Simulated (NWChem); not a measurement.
# HF/3-21G run of [NO2]+ (SMILES O=[N+]=O)

Aim: the vertical singlet–triplet gap of [NO2]+ at HF/3-21G, from 2 runs. 

The calculation is run with NWChem 7.3.0.

2 further runs of the same task are left out: 2 set aside as unsound or not needed. Runs told in other sessions of the task aren't counted.

### 1 The system as given

The species is [NO2]+ (3 atoms), meant as a singlet with charge +1. As SMILES, `O=[N+]=O`. Geometry: relaxed at PBE0-D4/def2-TZVP.

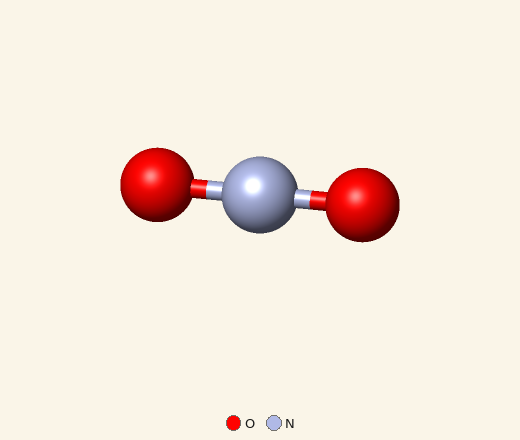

The structure, seen from a chosen angle (oxygen red, nitrogen light blue).

### 2 Energy and forces at HF/3-21G

The input, run.nw:

```
start run
title "nitryl ion"
memory stack 880 mb heap 220 mb global 1100 mb
charge 1

geometry units angstroms noautosym nocenter noautoz
  O     -0.572980     0.927020    -0.209580
  N     -0.000010    -0.000010     0.000000
  O      0.572990    -0.927010     0.209580
end

basis spherical bse
  * library 3-21G
end

scf
  thresh 1e-08
  maxiter 80
end

task scf gradient
```

Started as:

```sh
nwchem run.nw > run.out
```

Standard output:

```text
[...]
  functions       =    27
[...]
  wavefunction    = RHF
[...]
         Total SCF energy =   -202.460047979760
      One-electron energy =   -403.536243295780
      Two-electron energy =    132.412028171328
 Nuclear repulsion energy =     68.664167144692
        Time for solution =      0.2s
[...]
                         RHF ENERGY GRADIENTS
    atom               coordinates                        gradient
                 x          y          z           x          y          z
   1 O      -1.082775   1.751814  -0.396049    0.002006  -0.003241   0.000733
   2 N      -0.000019  -0.000019   0.000000    0.000003  -0.000015   0.000003
   3 O       1.082794  -1.751795   0.396049   -0.002009   0.003256  -0.000736
[...]
```

It took 0.99 s on 1 thread of Intel Xeon Platinum 8259CL at 2.50GHz (Skylake/Cascade Lake), shared host; peak memory 0.099 GiB.

### 3 The triplet: the energy at UHF/3-21G

The input, run.py:

```python
from ase import Atoms
from ase.calculators.nwchem import NWChem

system = Atoms('ONO', positions=[
    [-0.572980, 0.927020, -0.209580],
    [-0.000010, -0.000010, -0.000000],
    [0.572990, -0.927010, 0.209580],
])

calc = NWChem(
    label='test',
    theory='scf',
    memory='2200 mb',
    basis='3-21G',
    basispar='spherical bse',
    charge=1,
    scf={'nopen': '2', 'uhf': None, 'thresh': '1e-08', 'maxiter': '80'},
    task='energy',
)
system.calc = calc

print(f"energy = {system.get_potential_energy():.6f} eV")
```

Started as:

```sh
export ASE_NWCHEM_COMMAND="nwchem PREFIX.nwi > PREFIX.nwo"
python run.py
```

Standard output:

```text
energy = -5505.653220 eV
```

The calculator wrote test.nwi:

```
title "test"

permanent_dir test

scratch_dir test

start test

geometry units angstrom nocenter noautosym noautoz
  O  -5.7298000000000004e-01 9.2701999999999996e-01 -2.0957999999999999e-01
  N  -1.0000000000000001e-05 -1.0000000000000001e-05 -0.0000000000000000e+00
  O  5.7299000000000000e-01 -9.2701000000000000e-01 2.0957999999999999e-01
end

charge 1

memory 2200 mb

basis spherical bse noprint
   * library 3-21G
end

scf
  nopen 2
  uhf
  thresh 1e-08
  maxiter 80
end

task scf energy
```

test.nwo, cut to the lines that bear on the results:

```text
[...]
      One electron energy =   -403.915089168655
[... 1 line left out ...]
 Nuclear repulsion energy =     68.664167144692
[... 34 lines left out ...]
          Final beta eigenvalues
[... 192 lines left out ...]
                     UHF Final Beta Molecular Orbital Analysis
[...]
```

Run time: 2.1 s. Hardware: 1 thread of Intel Xeon Platinum 8259CL at 2.50GHz (Skylake/Cascade Lake), shared host; peak memory 0.098 GiB.

### 4 Summary of results

At HF/3-21G:

| quantity | value |
| --- | --- |
| singlet: total energy | -202.46005 Eh |
| singlet: HOMO energy | -25.17 eV |
| singlet: LUMO energy | -7.23 eV |
| singlet: HOMO–LUMO gap | 17.94 eV |
| singlet: largest force on an atom | 0.200 eV/Å |
| triplet: total energy | -202.32903 Eh |
| triplet: HOMO energy (highest over α and β) | -20.78 eV |
| triplet: LUMO energy (lowest over α and β) | -10.27 eV |
| triplet: ⟨S²⟩ | 2.011 |
| vertical energy of the triplet above the singlet | 3.565 eV |

What this shows: At this shape the triplet lies 3.57 eV (82 kcal/mol) above the singlet. Mulliken charges (triplet) run from +0.00 on O1 to +0.99 on N2.
